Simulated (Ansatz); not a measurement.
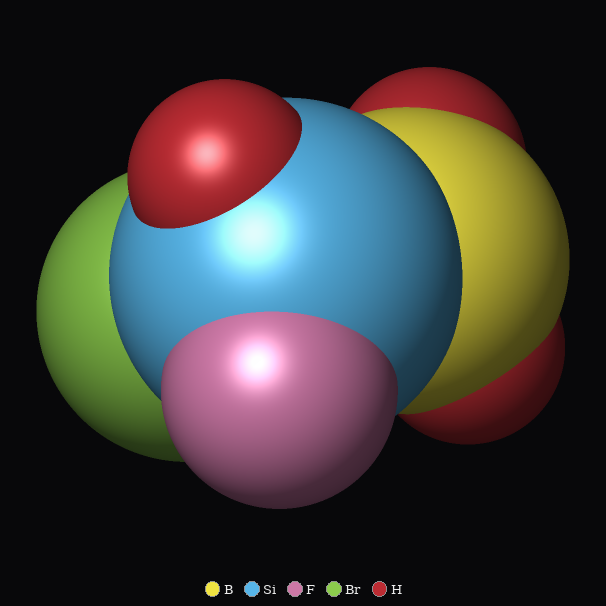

The geometry was computed by an optimisation with PBE0-D4/def2-TZVP.

Give the structural formula.

SMILES: B[Si@H](F)Br

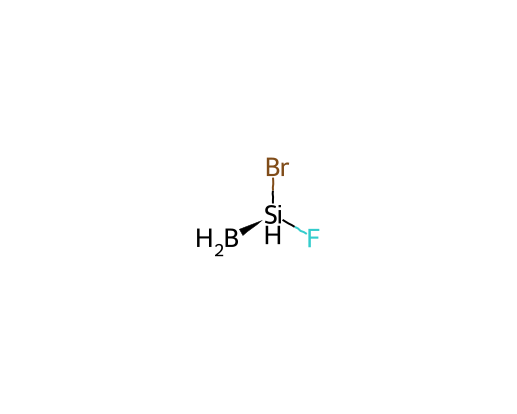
